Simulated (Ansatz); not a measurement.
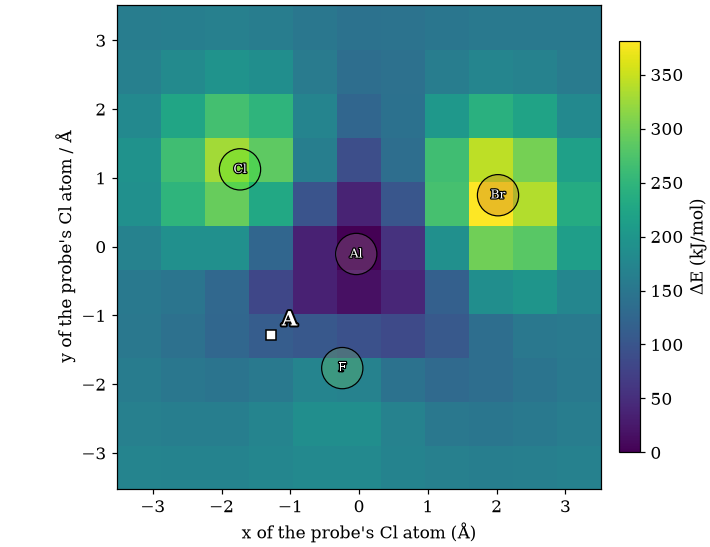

AlBrClF (SMILES [F][Al]([Cl])[Br]) with the probe Cl-. The probe is moved over a plane parallel to the molecule's main plane, 2.30 Å above it. First axis: x of the probe's Cl atom. Second axis: y of the probe's Cl atom. Nothing is relaxed (molecule and probe rigid). The grid has 11 × 11 points. All energies are given in kJ/mol relative to the lowest grid point. Energies and slopes of some neighbouring points disagree (a jump in structure or state, or too coarse a mesh). Method: RHF-MP2, frozen core/def2-SVPD in Ansatz.

In the figure: one coloured cell a grid point, labelled circles for the molecule's atoms, projected on the plane, the point A.

Q: Which way does the force act at A, and how strong is it?

A: A, at x of the probe's Cl atom = −1.28 Å, y of the probe's Cl atom = −1.28 Å, is not a stationary point. The computed force is 0.8 eV/Å in the plane, pointing up in the picture (components 0.17 and 0.78 eV/Å).
